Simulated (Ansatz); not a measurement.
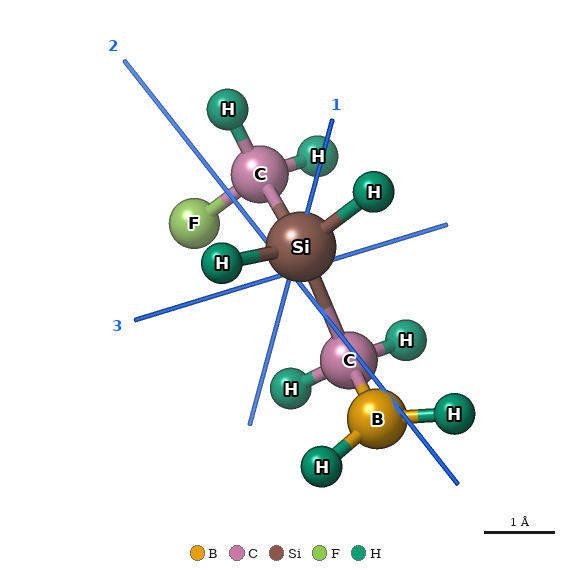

The three principal axes of inertia are drawn and numbered. Atoms fade into the background with distance from the viewer. The geometry was computed by an optimisation with PBE0-D4/def2-TZVP. No frequency run is at hand to confirm it as a minimum. Masses are those of the most abundant isotopes; constants are for the rigid equilibrium geometry.

Which line is the a axis (least moment of inertia), which b and which c?

a is line 2, b is line 1, c is line 3; the moments are 61.7, 255, 289 u Å².

Classify the rotor and give the rotational constants (MHz).

An asymmetric top (C1): A = 8186, B = 1981, C = 1747 MHz. Ray's parameter κ is −0.93, close to the prolate limit.
